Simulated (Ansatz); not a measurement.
## Electronic structure of FH4NSi in real space

Input file:

```
crystal:
  periodic: [false, false, false]
  atoms:
    - { symbol: Si, position_ang: [0.0, 0.0, 0.0] }
    - { symbol: F, position_ang: [0.9996, 0.0, 1.4848] }
    - { symbol: H, position_ang: [1.6189, 0.0, 0.3673] }
    - { symbol: H, position_ang: [-0.6877, 1.1914, -0.4862] }
    - { symbol: "N", position_ang: [-0.8572, -1.4851, -0.6061] }
    - { symbol: H, position_ang: [-1.3922, -2.1014, 0.0704] }
    - { symbol: H, position_ang: [-0.8219, -1.7344, -1.6357] }
basis:
  gaussian: { orbitals: def2-SVP }
hamiltonian:
  xc: cam_b3lyp
relax:
  f_tol: 0.15
  max_steps: 25
  restrain:
    - { distance: [1, 2], at: 2.12, k: 30.0 }
    - { distance: [0, 1], at: 1.59, k: 30.0 }
    - { distance: [0, 2], at: 1.46, k: 30.0 }
output:
  orbitals: {}
```

Run with:

```sh
ansatz run input.yaml --threads 1 --pin off --max-ram 2048MiB --backend cpu --events-out ev --progress --plain --runs-dir out
```

The fields are those of the run's last geometry, not of the input's.

Not at a stationary point (largest force 1.7 eV/Å).

These are results of RKS CAM-B3LYP/def2-SVP in Ansatz, not measurements.

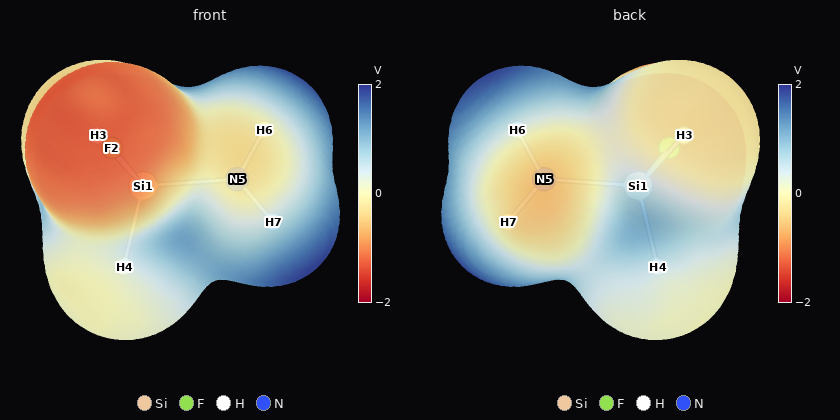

Figure 1. The molecular electrostatic potential painted on the density surface at 0.002 e/bohr³, seen from the front and from behind; red is negative and blue positive.

### Where is the surface potential most negative and most positive?

The most negative region (about −1.4 V) lies over F2, the most positive (about +1.9 V) over H6 and H7.

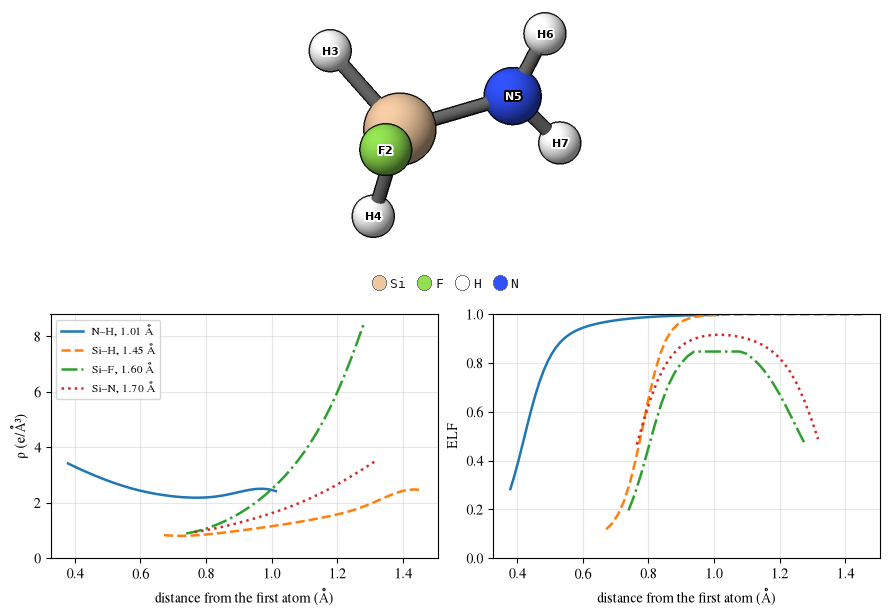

Figure 2. Electron density and electron localisation function along straight lines between neighbouring atoms. The curves leave out the atomic cores. The structure is drawn too.

### What can be read from the curves?

N–H (1.01 Å): the density is about 2.8 e/Å³ at the midpoint; the ELF climbs to about 1 towards the hydrogen, as it does in any bond to H: an ordinary covalent bond to hydrogen.
Si–H (1.45 Å): ρ is about 0.8 e/Å³ halfway; the ELF climbs to about 1 towards the hydrogen.
Si–F (1.60 Å): the density is about 1.1 e/Å³ at the midpoint; the ELF peaks at about 0.85 in the valence shell of F, 0.7 Å from its nucleus, and is about 0.45 at the midpoint.
Si–N (1.70 Å): ρ at the midpoint is about 1.1 e/Å³; the ELF peaks at about 0.90 between the atoms: a shared but strongly polarised pair.

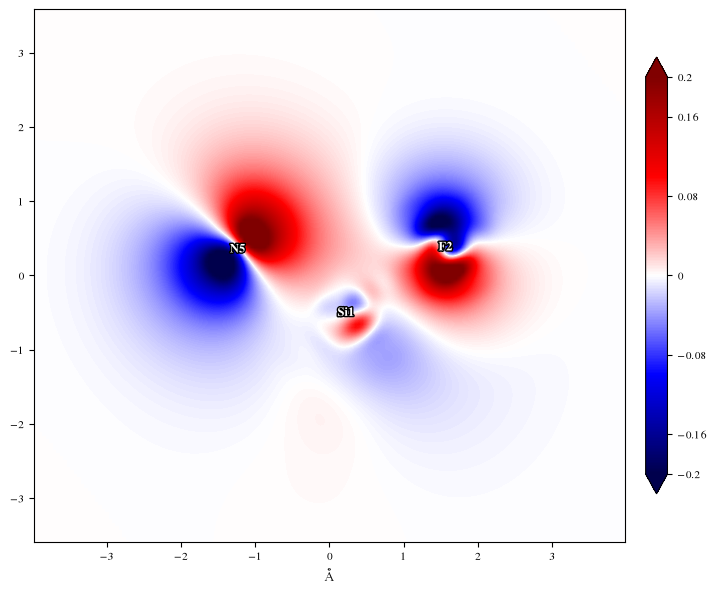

Figure 3. The HOMO−1 on the plane of atoms F2, Si1 and N5 (values in Å⁻³ᐟ²; the overall sign is arbitrary).

### Where does this orbital lie, and at what energy?

It lies mainly on Si1 (about 30 %), H3 (about 25 %), F2 (about 25 %) and H4 (about 15 %). Its energy is −10.48 eV.
